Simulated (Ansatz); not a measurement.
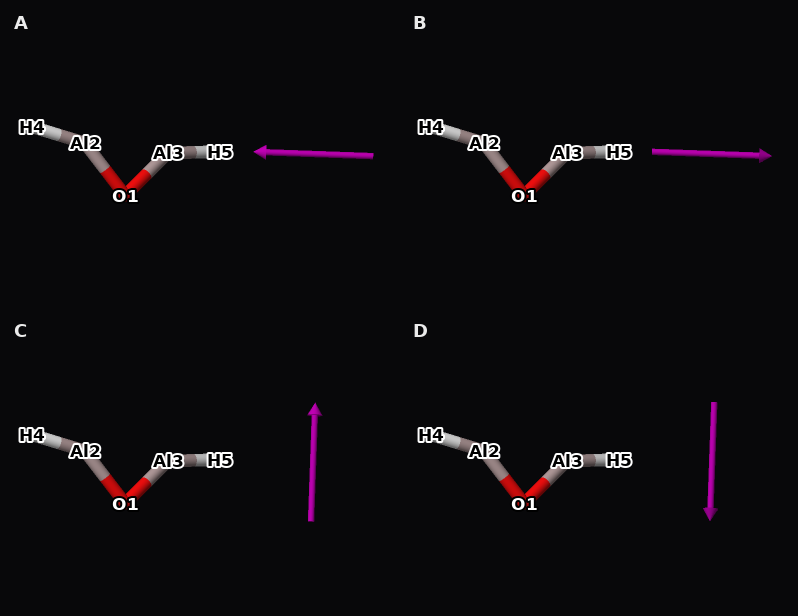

The same molecule four times, each with an arrow. Geometry: atoms displaced at random (about 0.05 Å) from a stationary point of GFN2-xTB. Properties computed with RKS revPBE-D4/def2-TZVPP (Ansatz 0.2.0).

Which arrow points along the dipole moment, from the negative to the positive end?

C. The dipole moment is 0.48 D; it points from the side of O1 to the side of H4, H5 (the outermost atoms at the two ends).
